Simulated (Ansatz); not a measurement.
```xyz
12

Si   -0.4978   -0.0983    0.4206
N     1.0526    0.5598   -0.1113
H    -1.3817   -0.3360   -0.7619
H    -0.1462   -1.3819    1.1085
N    -1.3800    1.0726    1.3794
H     1.3205   -0.8430   -1.4564
O     1.1416   -1.6900   -1.9094
H     1.0322    1.5497   -0.3527
H     1.8197    0.4080    0.5412
H    -1.0653    1.2300    2.3337
H    -2.3911    0.9612    1.3858
H     0.4956   -1.4319   -2.5776
```

Theory: RKS PBE0-D4/cc-pVDZ (Ansatz).

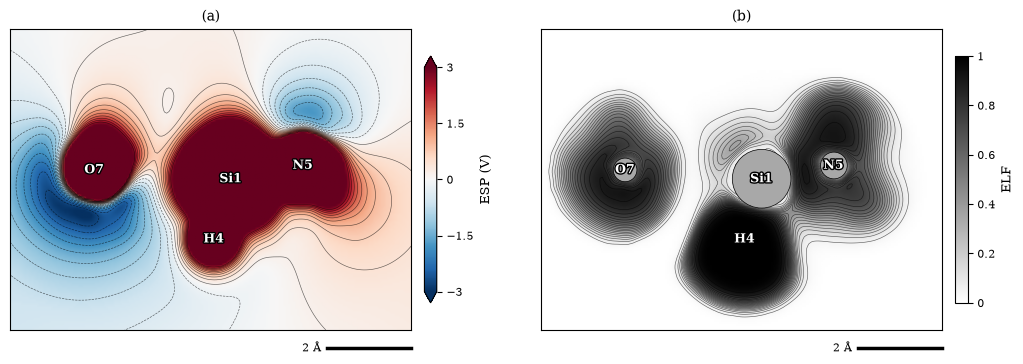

H$_{6}$N$_{2}$Si···H$_{2}$O. (a) molecular electrostatic potential; (b) electron localisation function on the plane of atoms H4, Si1 and N5. Grey discs cover the atomic cores in the ELF map.

Question: What does the map show?

Answer: The section cuts through Si, H, N and O sites.
Si–N (1.75 Å): the ELF peaks at about 0.90 between the atoms; a polar covalent bond.
Si–H (1.50 Å): the ELF climbs to about 1 towards the hydrogen, as it does in any bond to H.
The ELF also peaks beside O7 and N5, away from the bonds: lone-pair regions.
Outside the dense part of the complex the potential is most negative (−3.0 V) near O7.
